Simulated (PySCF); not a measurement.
**What a change does: NMR shielding calculation on C2H6FNSi**

System: C2H6FNSi, SMILES C=C(F)[SiH2]N.
Method of run A: GIAO PBE0/STO-3G NMR shielding, non-relativistic, gas phase (PySCF 2.14.0).

The geometry comes from this level: PBE0-D3(BJ)/def2-SVP. Text and figures count atoms from 1; the logs count them from 0 in places.

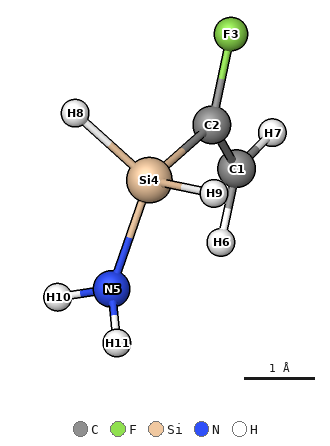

Figure 1. The structure (ball-and-stick view, seen at a tilt; atoms are numbered from 1 in the order of the input).

Input, run A:
```
{"job": {"kind": "nmr", "xc": "PBE0", "basis": "STO-3G", "pop": true}, "charge": 0, "multiplicity": 1}
C     -1.730532    -0.476585    -0.382693
C     -0.951732     0.603576    -0.421710
F     -1.467956     1.798973    -0.766364
Si     0.893027     0.630541    -0.020569
N      1.324237    -0.884214     0.687720
H     -1.283515    -1.434316    -0.110891
H     -2.796979    -0.427343    -0.620414
H      1.121145     1.838769     0.834409
H      1.699927     0.775945    -1.268009
H      1.048491    -1.125758     1.632111
H      2.193442    -1.333754     0.428135
```

The first line tells a small driver script what to run in PySCF; the rest is the geometry in Å.

Launched with:
```bash
OMP_NUM_THREADS=1 python <driver script> task.json out
```

Hardware: 1 CPU thread, shared host.

Output (run A):
```
coarse grid: 9664 points
cycle   1  E = -517.0018641586  dE =  3.832e-01  |g| = 5.137e-01  |ddm| = 4.094e+00
cycle   2  E = -517.0068380992  dE = -4.974e-03  |g| = 5.328e-01  |ddm| = 1.398e+00
cycle   3  E = -517.0907272711  dE = -8.389e-02  |g| = 6.573e-02  |ddm| = 7.316e-01
cycle   4  E = -517.0918497568  dE = -1.122e-03  |g| = 3.112e-02  |ddm| = 1.201e-01
cycle   5  E = -517.0921353107  dE = -2.856e-04  |g| = 7.475e-03  |ddm| = 4.637e-02
cycle   6  E = -517.0921534636  dE = -1.815e-05  |g| = 1.990e-03  |ddm| = 1.339e-02
cycle   7  E = -517.0921549284  dE = -1.465e-06  |g| = 2.297e-04  |ddm| = 3.277e-03
final grid: 89176 points
cycle   8  E = -517.0582353915  dE = -5.913e-06  |g| = 3.933e-03  |ddm| = 1.255e-02
cycle   9  E = -517.0582357058  dE = -3.144e-07  |g| = 3.810e-03  |ddm| = 1.047e-02
cycle  10  E = -517.0582403064  dE = -4.601e-06  |g| = 3.132e-04  |ddm| = 5.364e-03
cycle  11  E = -517.0582403415  dE = -3.504e-08  |g| = 1.205e-04  |ddm| = 6.218e-04
cycle  12  E = -517.0582403458  dE = -4.309e-09  |g| = 2.531e-05  |ddm| = 1.625e-04
cycle  13  E = -517.0582403460  dE = -1.830e-10  |g| = 8.766e-06  |ddm| = 4.277e-05
converged SCF energy = -517.0582403460

GIAO shielding tensors (ppm)
atom      isotropic    diamagn.    paramagn.     s11        s22        s33       span
  0 C      137.197     254.958    -117.761     36.305    160.157    215.129    178.824
  1 C      100.066     258.662    -158.597     33.821    105.790    160.586    126.765
  2 F      305.358     453.142    -147.784    194.934    214.277    506.863    311.929
  3 Si     564.996     868.608    -303.612    527.546    548.571    618.870     91.323
  4 N      338.895     313.166      25.729    299.144    306.988    410.554    111.410
  5 H       27.366      32.462      -5.095     24.521     25.157     32.420      7.899
  6 H       27.611      30.029      -2.417     23.982     25.930     32.922      8.940
  7 H       30.131      31.013      -0.882     25.735     27.939     36.720     10.985
  8 H       30.170      31.275      -1.105     26.205     27.769     36.537     10.333
  9 H       34.332      31.511       2.821     25.129     30.748     47.119     21.990
 10 H       34.150      30.904       3.246     24.498     30.151     47.801     23.303
```

Run B used a changed input.

The two runs side by side:

| quantity | run A | run B |
| --- | --- | --- |
| outcome | converged | converged |
| total energy (hartree) | −517.058240 | −523.402755 |
| HOMO (eV) | −3.77 | −7.20 |
| LUMO (eV) | 4.07 | 0.28 |
| dipole moment (D) | 1.74 | 2.82 |
| shielding of C1 (ppm) | 137.2 | 90.5 |
| shielding of C2 (ppm) | 100.1 | 32.6 |
| shielding of F3 (ppm) | 305.4 | 281.9 |
| shielding of Si4 (ppm) | 565.0 | 468.9 |
| shielding of N5 (ppm) | 338.9 | 274.2 |
| shielding of H8 (ppm) | 30.1 | 27.6 |
| shielding of H9 (ppm) | 30.2 | 27.8 |
| SCF iterations | 13 | 14 |
| basis functions | 35 | 61 |
| wall time (shared host) | 4.7 s | 9.2 s |

Which change of the input explains these differences?

The change (lines with − go, lines with + come):
```diff
-"basis": "STO-3G"
+"basis": "6-31G"
```

The total energy of run B is 3981.2 kcal/mol lower, which measures the change of basis and not a stability. The HOMO goes from −3.77 to −7.20 eV. The LUMO goes from 4.07 to 0.28 eV. The dipole moment goes from 1.74 to 2.82 D. Of all shieldings, the largest change is that of Si4, by −96.1 ppm. The SCF takes 14 iterations against 13. The basis functions go from 35 to 61.

Output (run B):
```
coarse grid: 9664 points
cycle   1  E = -523.3696332789  dE =  4.842e-01  |g| = 5.752e-01  |ddm| = 3.042e+00
cycle   2  E = -523.3085102946  dE =  6.112e-02  |g| = 7.982e-01  |ddm| = 1.122e+00
cycle   3  E = -523.4382554625  dE = -1.297e-01  |g| = 6.626e-02  |ddm| = 6.776e-01
cycle   4  E = -523.4393311767  dE = -1.076e-03  |g| = 3.071e-02  |ddm| = 1.071e-01
cycle   5  E = -523.4395439848  dE = -2.128e-04  |g| = 1.095e-02  |ddm| = 3.480e-02
cycle   6  E = -523.4395739272  dE = -2.994e-05  |g| = 1.485e-03  |ddm| = 1.185e-02
cycle   7  E = -523.4395745955  dE = -6.683e-07  |g| = 3.253e-04  |ddm| = 2.295e-03
final grid: 89176 points
cycle   8  E = -523.4027399292  dE = -7.826e-06  |g| = 8.215e-03  |ddm| = 1.431e-02
cycle   9  E = -523.4027254867  dE =  1.444e-05  |g| = 1.189e-02  |ddm| = 1.711e-02
cycle  10  E = -523.4027549305  dE = -2.944e-05  |g| = 9.368e-04  |ddm| = 1.044e-02
cycle  11  E = -523.4027551313  dE = -2.008e-07  |g| = 2.007e-04  |ddm| = 1.117e-03
cycle  12  E = -523.4027551402  dE = -8.885e-09  |g| = 8.231e-05  |ddm| = 2.353e-04
cycle  13  E = -523.4027551420  dE = -1.802e-09  |g| = 1.265e-05  |ddm| = 9.272e-05
cycle  14  E = -523.4027551421  dE = -4.707e-11  |g| = 4.489e-06  |ddm| = 2.364e-05
converged SCF energy = -523.4027551421

GIAO shielding tensors (ppm)
atom      isotropic    diamagn.    paramagn.     s11        s22        s33       span
  0 C       90.528     258.436    -167.908    -23.011    116.627    177.968    200.979
  1 C       32.625     256.384    -223.759    -61.209     67.917     91.167    152.376
  2 F      281.903     470.604    -188.701    150.099    267.711    427.899    277.800
  3 Si     468.873     880.578    -411.705    425.904    461.191    519.523     93.619
  4 N      274.165     322.469     -48.304    245.268    269.387    307.840     62.572
  5 H       26.649      31.489      -4.841     24.135     24.540     31.271      7.137
  6 H       26.876      29.378      -2.502     23.043     26.346     31.237      8.194
  7 H       27.645      28.790      -1.145     23.350     26.146     33.439     10.089
  8 H       27.822      29.123      -1.301     24.335     25.924     33.209      8.874
  9 H       33.353      30.967       2.385     25.330     29.003     45.725     20.394
 10 H       33.022      30.454       2.568     24.891     27.932     46.243     21.352
```
